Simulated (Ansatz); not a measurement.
From BF3 to BBr3: predicting a member

On one B centre, n of the F ligands are replaced by Br. The HOMO–LUMO gap y in eV at wB97X-V/def2-TZVPP. Shapes, held fixed at every level: PBE0-D4/def2-TZVP. Programs: Ansatz 0.2.0.

| molecule | n | y (eV) |
| --- | --- | --- |
| BF3 | 0 | 16.99 |
| BBrF2 | 1 | 13.42 |
| BBr2F | 2 | ? |
| BBr3 | 3 | 10.69 |

Task: Fit y = c + s·n to the known rows and predict BBr2F.

Result: 
1. Means of the 3 rows: n = 1.33333, y = 13.700.
2. Σ(Δn)² = 4.6667, Σ(Δn·Δy) = -9.31, so the slope is -9.31/4.6667 = -1.995.
3. Intercept: 13.700 − (-1.995) × 1.33333 = 16.360. The largest residual of the fit is 0.94.
4. BBr2F: 16.360 + (-1.995) × 2 = 12.37 eV.

The run gave 11.89 eV, so the prediction is off by +0.48 eV, within the scatter of the fit. The step per swap changes from -3.57 to -1.20 eV along the series, so a line misses the bend. Other levels give for BBr2F: SPW92/def2-TZVPP 4.93; r2SCAN-D4/def2-TZVPP 5.69; PBE0-D4/def2-TZVPP 7.29 eV. Orbital gaps aren't excitation energies, and the LUMO depends on the basis. Relativity is left out for Br unless named.

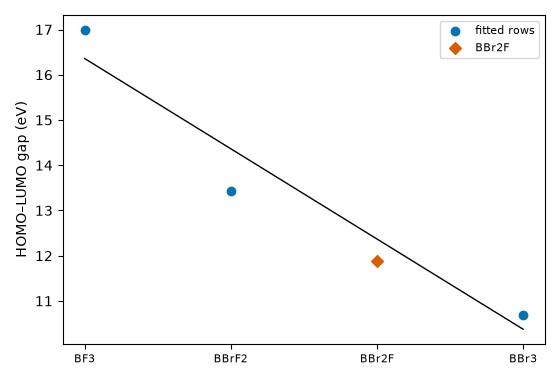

The fitted line, with the withheld member.
